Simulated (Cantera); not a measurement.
A closed system holds: 1 mol Si, 4 mol NF₃, equilibrated at 20.0 Pa.

Cantera equilibrium calculation (NASA polynomials, part measured and part estimated; ideal gas, pure solids and liquids). Candidate condensed phases: Si, Si₃N₄; 16 gas species. Kinetics and transport are ignored.

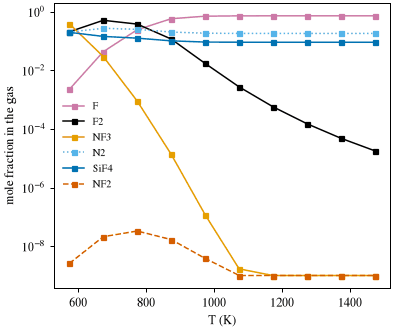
Equilibrium gas composition (values under 1e-9 drawn at 1e-9)

Q: Read off the mole fractions at 1275 K.

A: F about 0.73, N₂ about 0.18, SiF₄ about 0.091, F₂ about 0.00015.
